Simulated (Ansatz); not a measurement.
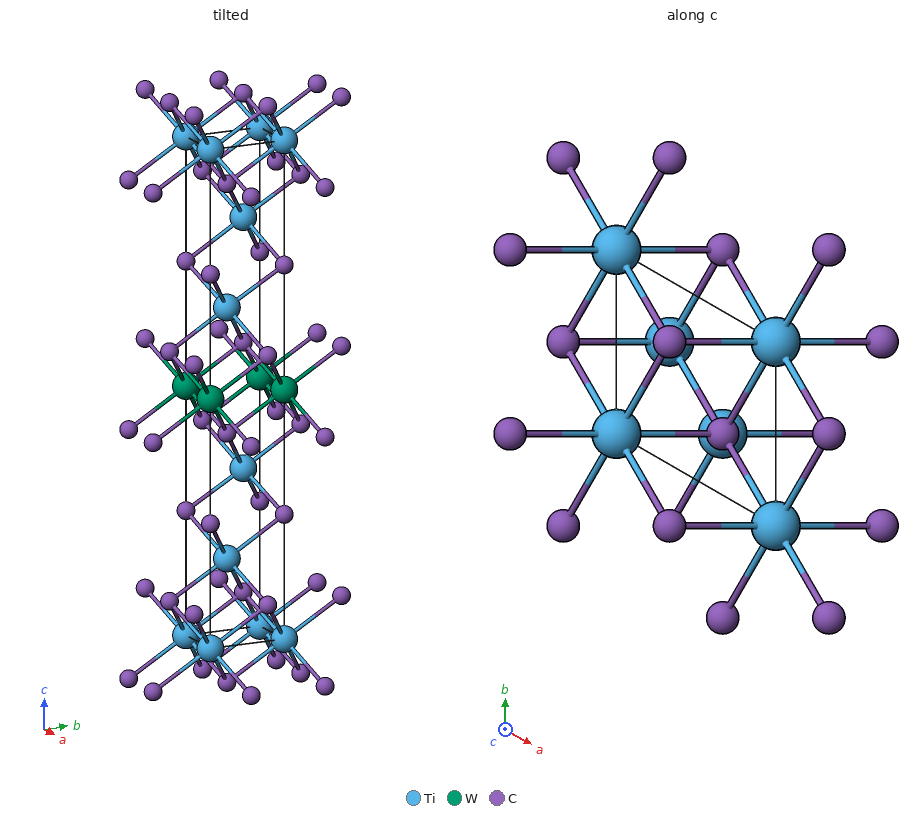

Figure: ball-and-stick view slightly off an axis and along the c axis. The parallelepiped is the conventional unit cell. Some atoms of the next cells are drawn as well.

Ti₅WC₆, space group P-3m1 (No. 164), a = 3.063 Å, b = 3.063 Å, c = 15.072 Å, α = 90.00°, β = 90.00°, γ = 120.00°. The structure was taken from a structure type filled with these elements by a generator (whether the compound takes this form wasn't checked). Earlier steps of the study, as a rule a relaxation of our own, may have changed the cell and positions, so they can lie some per cent off the listed ones. It was the input of a calculation with Ansatz.

This one geometry was computed with Ansatz (DFT, plane waves, PAW) at three levels of theory: PBE, r2SCAN and LDA.

> Which level gives the highest pressure at this volume, and what does that say about its equilibrium volume?

Highest: PBE (0.0 GPa), which points to the largest equilibrium volume. Lowest, with the smallest volume: LDA (-13.2 GPa). Levels within 0.5 GPa of each other can't be told apart.

> How does the band gap change with the level of theory?

All levels give a metal.

> Collect the results in a table.

| level | cutoff (eV) | k-mesh of the run's cell | gap (eV) | pressure (GPa) |
| --- | --- | --- | --- | --- |
| PBE | 420 | 12×12×4 | metal | 0.0 |
| r2SCAN | 500 | 12×12×4 | metal | -1.5 |
| LDA | 420 | 12×12×4 | metal | -13.2 |

Gaps are taken on the k-mesh or band path of each run.
